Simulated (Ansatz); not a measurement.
## Li (bcc, W type), frozen-phonon scan

Starting cell, Li (bcc, W type):

```
CELL_PARAMETERS angstrom
     -3.43518     3.43518     3.43518
      0.00000     0.00000     3.43518
      0.00000     3.43518     0.00000
ATOMIC_POSITIONS crystal
  Li 0.00000 0.00000 0.00000
  Li 0.50000 0.00000 0.00000
```

A phonon eigenvector at H = (0.5, 0.5, 0.5) is frozen into this cell: atom i moves by Q times the vector below, so Q is the largest atomic displacement, in Å. The cell is held. It is one choice among 3 degenerate patterns. (q is in reciprocal vectors of the primitive cell; the cell shown is doubled to hold the pattern.)

| atom | x | y | z |
|---|---|---|---|
| Li1 | 0.000 | 0.000 | -1.000 |
| Li2 | 0.000 | 0.000 | 1.000 |

Level of theory: PBE (plane waves to 420 eV, PAW, scalar-relativistic; Ansatz, a first-principles code). k mesh 19×19×19 (Γ-centred), Fermi-Dirac smearing 0.05 eV. The energy includes the smearing's −TS. With partly filled bands, energies and forces of such displacements shift with the k mesh and the smearing. Li was relaxed with its symmetry unable to fall. The zero of ΔE is the undisplaced structure.

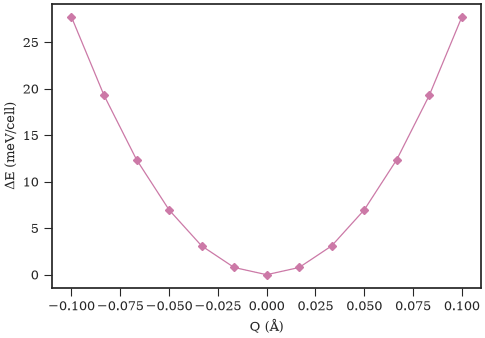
Figure. ΔE (meV/cell) against Q (Å); computed points joined by lines.

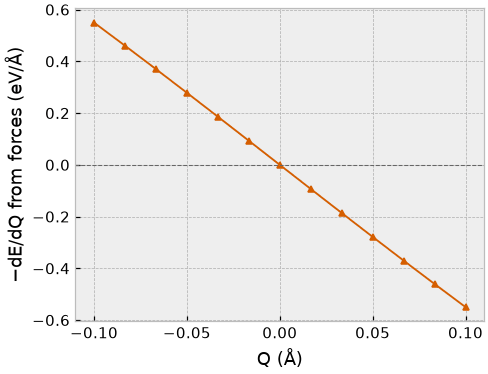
Figure: −dE/dQ from forces (eV/Å) against Q (Å); one marker a computed point.

The energy at Q = 0.100 Å comes out as 27.7 meV/cell. Wavenumber by perturbation theory (DFPT, on another k mesh): 331 cm⁻¹. Harmonic wavenumber from the curvature (finite differences): 331 cm⁻¹. Symmetry of the curve: even: the same for both signs. Space group of the distorted cell: P4/nmm (No. 129), lowered from Im-3m.

E″ = 5.59 eV/Å², M = Σ mᵢ|uᵢ|² = 13.9 u, ν̃ = 521.5·√(|E″|/M).

(A displaced cell: forces are minus the slopes of the energy, force constants its curvatures, and phonons follow from these.)
